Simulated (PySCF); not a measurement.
| atom | x (Å) | y (Å) | z (Å) |
| --- | --- | --- | --- |
| N | -1.7399 | -0.0622 | 2.1514 |
| C | -1.5779 | -0.2381 | 1.0349 |
| C | -1.3458 | -0.4209 | -0.3856 |
| F | -2.5360 | -0.4137 | -1.0748 |
| C | -0.4479 | 0.7090 | -0.8850 |
| N | 0.7575 | 0.8512 | -0.6366 |
| Si | 1.9449 | 0.0156 | 0.2992 |
| H | -0.8697 | -1.3968 | -0.5581 |
| H | -0.9766 | 1.4303 | -1.5086 |
| H | 1.5184 | -1.2481 | 0.9144 |
| H | 2.9852 | -0.2242 | -0.6944 |
| H | 2.2889 | 0.9973 | 1.3173 |

Geometry: GFN2-xTB.

Computed with PySCF, PBE0/pcSseg-1, SCF density, gas phase, non-relativistic.

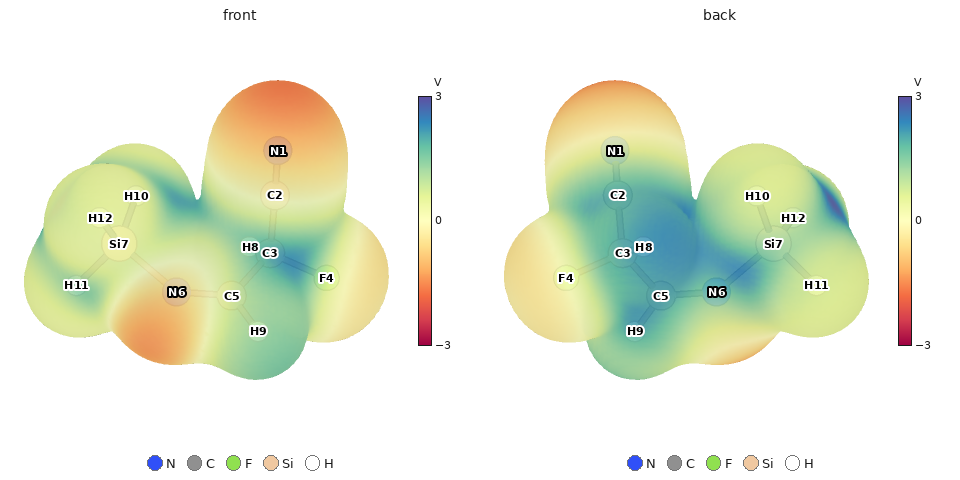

C3H5FN2Si. The electrostatic potential painted on the density surface at 0.004 e/bohr³, seen from the front and from behind; red is negative and blue positive.

> Describe the electrostatic potential map.

The most negative region (about −1.6 V, or −37 kcal/mol for a unit charge) lies over N1, the most positive (about +2.6 V, or +60 kcal/mol for a unit charge) over Si7. N1 is the likeliest acceptor of a hydrogen bond.

> How polar is the molecule by this calculation?

Its dipole moment is 2.65 D.
